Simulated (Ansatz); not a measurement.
# r2SCAN0/STO-3G run of CH4Si (SMILES C=[SiH2])

What is the electronic atomisation energy of CH4Si at r2SCAN0/STO-3G? 

Program for the calculation: Ansatz 0.2.0.

43 further runs of the same task are left out: 43 set aside as unsound or not needed.

## Step 1: The molecule

The species is CH4Si (6 atoms), meant as a singlet with charge 0. As SMILES, `C=[SiH2]`. Geometry: relaxed at GFN2-xTB.

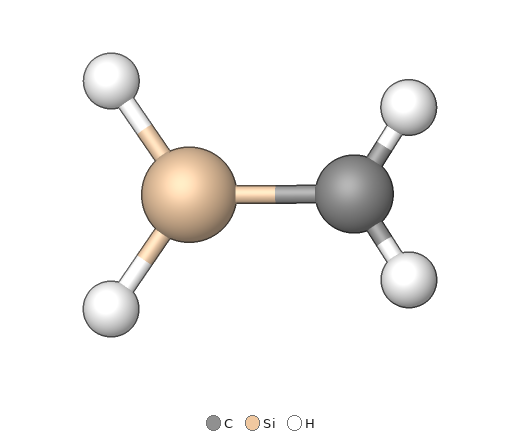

Viewed from a chosen angle; carbon grey, silicon light orange, hydrogen white.

## Step 2: A single-point energy at r2SCAN0/STO-3G

The input, input.yaml:

```yaml
crystal:
  periodic: [false, false, false]
  atoms:
    - {symbol: C, position_ang: [-0.738690, -0.547160, -0.265100]}
    - {symbol: Si, position_ang: [0.611270, 0.451760, 0.218260]}
    - {symbol: H, position_ang: [-1.408510, -0.996610, 0.448130]}
    - {symbol: H, position_ang: [-0.962920, -0.758160, -1.296740]}
    - {symbol: H, position_ang: [0.952980, 0.765970, 1.600750]}
    - {symbol: H, position_ang: [1.545870, 1.084200, -0.705300]}
basis:
  gaussian:
    orbitals: STO-3G
hamiltonian:
  xc: {name: r2SCAN0}
accuracy: high
```

Run with:

```bash
$ ansatz run input.yaml --threads 1 --pin off --max-ram 2610MiB --events-out events.jsonl --progress --plain --runs-dir runs
```

What it wrote:

```text
Warning: RAYON_NUM_THREADS=1 ignored (pool sized by the plan → 1); use --threads N
Functional definition: r2SCAN0
  name "r2SCAN0"
  parameter a = 0.25
  parameter k0 = 0.174
  parameter k1 = 0.065
  parameter a1 = 4.9479
  exchange = (1 - a)*r2scan_x(k0 = k0, k1 = k1, a1 = a1) + a*exact_x
  correlation = r2scan_c
310 factors; integrals over basis functions are off by at most 1.1e-8 eV
mean field evaluation 1: about -8869.4235 eV, gradient 2.4e1 eV
mean field evaluation 2: about -8863.3339 eV, gradient 4.6e1 eV
mean field evaluation 4: about -8871.7011 eV, gradient 2.6e-1 eV
mean field evaluation 8: about -8871.6520 eV, gradient 3.5e-3 eV
mean field evaluation 16: about -8871.6520 eV, gradient 8.3e-8 eV
mean field -8871.65203086 eV, -326.0271987125 hartree, gradient 8.3e-8 eV, S^2 0.000000; 0 other end points of the search recorded, 0 dependent functions left out
reference -8871.65203119 eV, -326.0271987245 hartree; 12, 12 occupied and 6, 6 virtual orbitals, 310 factors
Total energy: -8871.65203119 eV, -326.0271987245 hartree
```

Run time: 2.6 s. Hardware: 1 thread of Arm Neoverse V1, shared host; peak memory 0.13 GiB.

## Step 3: The C atom

The input, job.yaml:

```yaml
crystal:
  periodic: [false, false, false]
  atoms:
    - {symbol: C, position_ang: [0.000000, 0.000000, 0.000000]}
basis:
  gaussian:
    orbitals: STO-3G
magnetization:
  spin_polarized: true
  initial_magnetization: 2
hamiltonian:
  xc: {name: r2SCAN0}
accuracy: high
```

Run the same way, it converges to -37.33469 Eh (log not shown).

## Step 4: The H atom

The input, molecule.yaml:

```yaml
crystal:
  periodic: [false, false, false]
  atoms:
    - {symbol: H, position_ang: [0.000000, 0.000000, 0.000000]}
basis:
  gaussian: {orbitals: STO-3G}
magnetization: {spin_polarized: true, initial_magnetization: 1}
hamiltonian: {xc: {name: r2SCAN0}}
accuracy: high
```

Run the same way, it converges to -0.46649 Eh (log not shown).

## Step 5: The Si atom at the same level

The input, molecule.yaml:

```yaml
crystal:
  periodic: [false, false, false]
  atoms:
    - {symbol: Si, position_ang: [0.000000, 0.000000, 0.000000]}
basis:
  gaussian:
    orbitals: STO-3G
magnetization:
  spin_polarized: true
  initial_magnetization: 2
hamiltonian:
  xc: {name: r2SCAN0}
accuracy: high
```

Run the same way, it converges to -285.92557 Eh (log not shown).

## Step 6: Results

At r2SCAN0/STO-3G:

| quantity | value |
| --- | --- |
| molecule: total energy | -326.02720 Eh |
| C atom: total energy | -37.33469 Eh |
| C atom: ⟨S²⟩ | 2.000 |
| H atom: total energy | -0.46649 Eh |
| H atom: ⟨S²⟩ | 0.750 |
| Si atom: total energy | -285.92557 Eh |
| Si atom: ⟨S²⟩ | 2.000 |
| electronic atomisation energy | 24.517 eV |

What this shows: Taking the molecule apart into free atoms costs 24.52 eV (565 kcal/mol), before zero-point energy and without spin-orbit coupling. In a minimal basis such a difference can be off by several eV, whatever the method.
